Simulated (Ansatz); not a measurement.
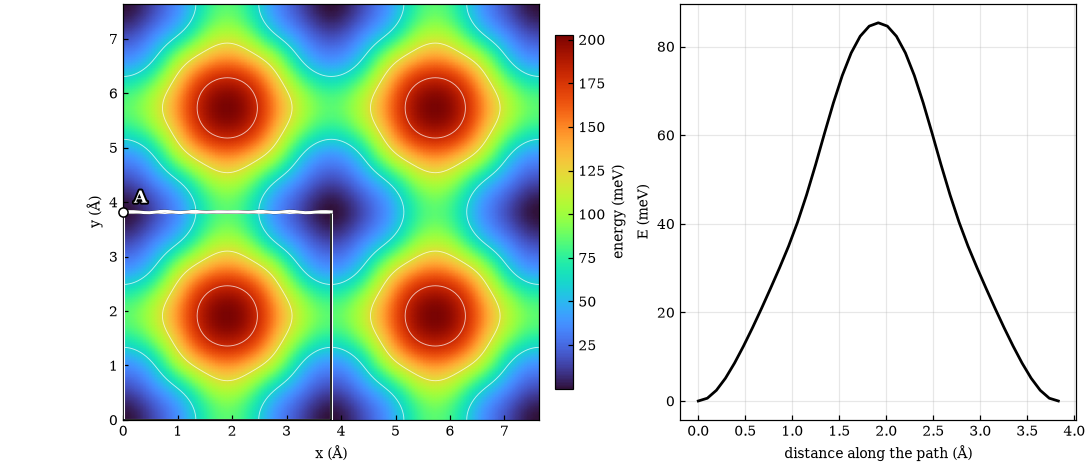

Cu on a two-dimensional sheet of SnO (4 atoms of substrate and one adsorbate in a 1 × 1 cell). Cu is moved over the surface cell at a fixed height above a rigid substrate; the origin of the map has the adsorbate above Sn4; the height is held at 3.00 Å. Places are given modulo a cell vector. The map is drawn in real space over the plane of the surface. The grid has 8 × 8 points; 15 points were computed and 49 follow by symmetry. Energies: meV, counted from the lowest grid point. With one adsorbate in each 1 × 1 cell, its nearest image is 3.8 Å away, so neighbouring adsorbates interact. At a fixed height the lowest place need not be the adsorption site. The calculation used DFT PBE+D3(BJ), scalar-relativistic, plane waves, PAW in Ansatz 0.2.0. Settings: cutoff 420 eV, k-mesh 7×7×1, gaussian smearing 0.05 eV, spin-polarised.

In the figure: a smooth colour map with a few white contour lines, a line along the lowest path, the outline of one cell of the 2 × 2 shown, the energy along the path at the right, the start A. Between grid points the surface is interpolated.

### Describe the path and its barrier.

The easiest path leads from the well at the top site over a surface Sn atom, (0/8, 0/8) of the cell vectors to its copy one period on. Its highest point lies about 85 meV above the bottom of the first well on the interpolated surface, at a bridge site between two Sn atoms, over a second-layer O atom, (4/8, 0/8) of the cell vectors. This is the barrier on the constrained surface; relaxing the other coordinates would change it.

PAW datasets: the set soft_1.
